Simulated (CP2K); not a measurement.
Thiophene has these distinct C atoms: C1 (bonded to 2 C and H) and C3 (bonded to C, S and H).

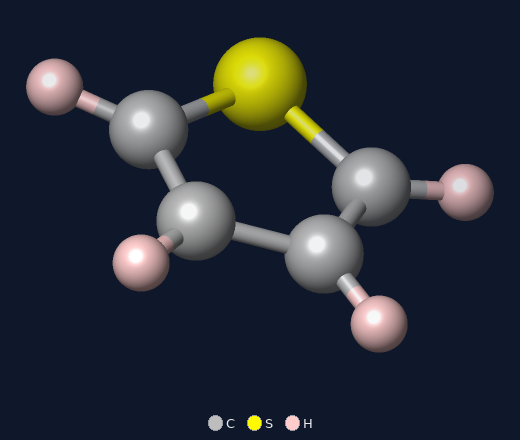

The molecule (carbon light grey, sulfur yellow, hydrogen pink).

```xyz
9

C     0.5330   -0.8448    0.0838
C    -0.8511   -0.5137    0.1271
C    -1.0764    0.8341   -0.0469
S     0.3962    1.6921   -0.2624
C     1.3316    0.2581   -0.1221
H     0.9251   -1.8532    0.2003
H    -1.6480   -1.2389    0.2789
H    -2.0242    1.3632   -0.0618
H     2.4138    0.3031   -0.1969
```

Their partial C K spectra (CP2K XAS_TDP, all-electron GAPW, PBEh(45%), aug-cc-pVDZ, TDA, GW2X-corrected core level, no relativity) are given in random order, each times the number of alike atoms.

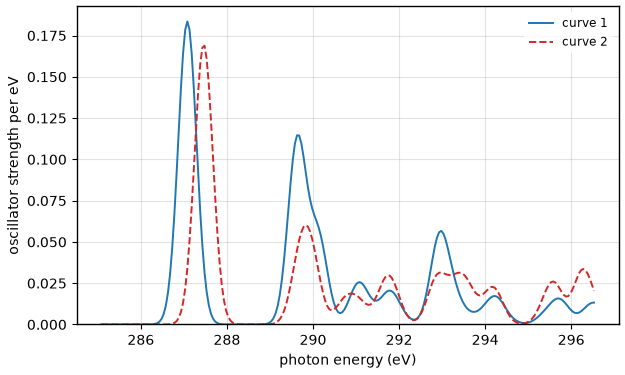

Gaussian full width 0.5 eV, oscillator strength per eV, alike atoms added, rows of zeros left out.

Which curve belongs to which atom?

Curve 1: C3 (bonded to C, S and H), leading line at 287.08 eV (f = 0.049 an atom), ionisation energy 291.98 eV, term value 4.90 eV. Curve 2: C1 (bonded to 2 C and H), leading line at 287.46 eV (f = 0.045 an atom), ionisation energy 291.84 eV, term value 4.38 eV. The leading line of an atom is its first one with 35 % of the strongest within 2.5 eV of its lowest line over the strength cut. A line lies at the core ionisation energy, which rises as an atom loses charge to its neighbours or to a π system, less the term value, which is large for a low π* or σ* orbital with weight on that atom.

[Banner, clock and machine lines of the logs are left out without a mark of their own.]

[Logs are printed without paths, hosts, clocks, repeated set-up lines and the standing remarks that a program may print on its own settings, such as how far it seeks lower states.]

[Hosts, paths, dates, database ids (printed as entryN), source tags and the programs' standing remarks are cut or masked in the printed files.]
